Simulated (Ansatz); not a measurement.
# C3H4O (methylketene) at B3LYP/cc-pVDZ

What is the vertical ionisation energy of C3H4O (methylketene) at B3LYP/cc-pVDZ? 

Program for the calculation: Ansatz 0.2.0.

35 further runs of the same task are left out: 35 set aside as unsound or not needed.

## (1) The structure to begin with

The species is C3H4O (8 atoms), meant as a singlet with charge 0. As SMILES, `CC=C=O`. The shape is that of a PBE0-D4/def2-TZVP optimisation.

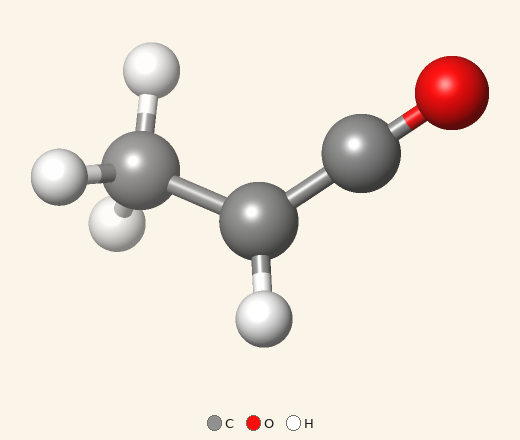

The structure, seen from a chosen angle (carbon grey, oxygen red, hydrogen white).

## (2) The energy at B3LYP/cc-pVDZ

Input file run.yaml:

```yaml
crystal:
  periodic: [false, false, false]
  atoms:
    - {symbol: C, position_ang: [-0.527260, 0.797080, -0.183660]}
    - {symbol: C, position_ang: [-0.086970, -0.563690, 0.274760]}
    - {symbol: C, position_ang: [1.122630, -1.027770, 0.097370]}
    - {symbol: O, position_ang: [2.196540, -1.437400, -0.061070]}
    - {symbol: H, position_ang: [-1.351730, 0.723880, -0.897750]}
    - {symbol: H, position_ang: [-0.866500, 1.405090, 0.659100]}
    - {symbol: H, position_ang: [0.287360, 1.332930, -0.671970]}
    - {symbol: H, position_ang: [-0.774070, -1.230150, 0.783200]}
basis:
  gaussian:
    orbitals: cc-pVDZ
hamiltonian:
  xc: {name: B3LYP}
output: {orbitals: {seedname: orbitals}}
accuracy: high
```

Run with:

```console
$ ansatz run run.yaml --threads 1 --pin off --max-ram 3480MiB --events-out events.jsonl --progress --plain --runs-dir runs
```

What it wrote:

```text
Warning: RAYON_NUM_THREADS=1 ignored (pool sized by the plan → 1); use --threads N
Functional definition: B3LYP
  name "B3LYP"
  parameter a0 = 0.2
  parameter ax = 0.72
  parameter ac = 0.81
  exchange = (1 - a0 - ax)*slater_x + ax*b88_x + a0*exact_x
  correlation = (1 - ac)*vwn_rpa_c + ac*lyp_c
1742 factors; integrals over basis functions are off by at most 3.1e-9 eV
mean field evaluation 1: about -5216.5687 eV, gradient 5.1e1 eV
mean field evaluation 2: about -5212.9397 eV, gradient 6.4e1 eV
mean field evaluation 4: about -5222.5467 eV, gradient 2.0e0 eV
mean field evaluation 8: about -5222.5560 eV, gradient 7.9e-2 eV
mean field evaluation 16: about -5222.5560 eV, gradient 2.8e-6 eV
mean field -5222.55598070 eV, -191.9253923150 hartree, gradient 8.4e-8 eV, S^2 0.000000; 0 other end points of the search recorded, 0 dependent functions left out
reference -5222.55601530 eV, -191.9253935867 hartree; 15, 15 occupied and 61, 61 virtual orbitals, 1742 factors
Total energy: -5222.55601530 eV, -191.9253935867 hartree
```

Run time: 1.6 s. Hardware: 1 thread of AMD EPYC 9R45 (Zen 5), shared host; peak memory 0.23 GiB.

## (3) The doublet cation at the same level

Input file run.yaml:

```yaml
crystal:
  periodic: [false, false, false]
  atoms:
    - symbol: C
      position_ang: [-0.527260, 0.797080, -0.183660]
    - symbol: C
      position_ang: [-0.086970, -0.563690, 0.274760]
    - symbol: C
      position_ang: [1.122630, -1.027770, 0.097370]
    - symbol: O
      position_ang: [2.196540, -1.437400, -0.061070]
    - symbol: H
      position_ang: [-1.351730, 0.723880, -0.897750]
    - symbol: H
      position_ang: [-0.866500, 1.405090, 0.659100]
    - symbol: H
      position_ang: [0.287360, 1.332930, -0.671970]
    - symbol: H
      position_ang: [-0.774070, -1.230150, 0.783200]
basis:
  gaussian: {orbitals: cc-pVDZ}
total_charge: 1
magnetization: {spin_polarized: true, initial_magnetization: 1}
hamiltonian: {xc: {name: B3LYP}}
accuracy: high
output: {orbitals: {seedname: orbitals}}
```

Run with:

```console
$ ansatz run run.yaml --threads 1 --pin off --max-ram 3480MiB --events-out events.jsonl --progress --plain --runs-dir runs
```

What it wrote, cut to the lines that bear on the results:

```text
Warning: RAYON_NUM_THREADS=1 ignored (pool sized by the plan → 1); use --threads N
[... 7 set-up lines as earlier in the session ...]
1742 factors; integrals over basis functions are off by at most 3.1e-9 eV
mean field evaluation 1: about -5205.2746 eV, gradient 4.4e1 eV
mean field evaluation 2: about -5196.5731 eV, gradient 6.6e1 eV
mean field evaluation 4: about -5213.4262 eV, gradient 3.3e0 eV
mean field evaluation 8: about -5213.6754 eV, gradient 1.3e-1 eV
mean field evaluation 16: about -5213.6756 eV, gradient 3.2e-4 eV
mean field -5213.67558615 eV, -191.5990438348 hartree, gradient 2.9e-8 eV, S^2 0.756582; 0 other end points of the search recorded, 0 dependent functions left out
reference -5213.67561923 eV, -191.5990450503 hartree; 15, 14 occupied and 61, 62 virtual orbitals, 1742 factors
Total energy: -5213.67561923 eV, -191.5990450503 hartree
```

Wall time 3.3 s (1 thread of AMD EPYC 9R45 (Zen 5), shared host); peak memory 0.31 GiB.

## (4) Summary of results

At B3LYP/cc-pVDZ:

```
                                          quantity          value
                       singlet C3H4O: total energy  -191.92539 Eh
                        singlet C3H4O: HOMO energy       -6.13 eV
                        singlet C3H4O: LUMO energy       -0.80 eV
                      singlet C3H4O: HOMO–LUMO gap        5.33 eV
                      doublet cation: total energy  -191.59905 Eh
doublet cation: HOMO energy (highest over α and β)      -14.73 eV
 doublet cation: LUMO energy (lowest over α and β)      -11.62 eV
                              doublet cation: ⟨S²⟩          0.757
vertical ionisation energy (to the doublet cation)       8.880 eV
```

**Reading.** The vertical ionisation energy comes to 8.88 eV (857 kJ/mol). −ε(HOMO) before ionisation, 6.13 eV, is 2.75 eV below this ionisation energy.
